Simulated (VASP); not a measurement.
Band structure of GaP (relaxed from the layer:h-BN structure). All values below come from r2SCAN meta-GGA, VASP's PBE PAW potentials (set 64) (plane waves; VASP).

The cell holds a wide vacuum, so values per volume refer to the whole cell.

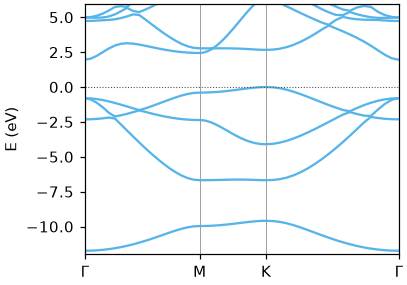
Bands along high-symmetry lines, zero at the valence-band maximum or, without a gap, the Fermi level

Problem. Read the plot: is there a gap, and where are the band edges?

Solution. The gap is indirect, 1.96 eV, from the valence maximum at K to the conduction minimum at Γ.

The cell is a sheet with vacuum, built from a generated structure.
